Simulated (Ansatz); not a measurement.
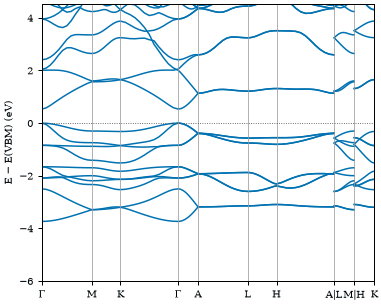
Figure. Band structure from DFT-LDA in the program Ansatz with PAW potentials

Read off the gap and where the band edges lie.

About 0.5 eV (0.54 eV by a search for the band edges); maximum at Γ, minimum at Γ.

The material is KTe in space group P6_3/mmc (No. 194; K on 2a, K on 2c, Te on 4f).

The first step of the workflow began from a Materials Project structure, measured or hypothetical; the Crystallography Open Database files this formula in space group No. 194, but the cells were not matched. Whether it is the stable phase at ambient conditions was not checked. Symmetry was held in the LDA relaxation; whether a distortion lowers the energy is not shown. Spin–orbit coupling is left out wherever it is not named.

Potentials: the later of the program's two PAW sets.
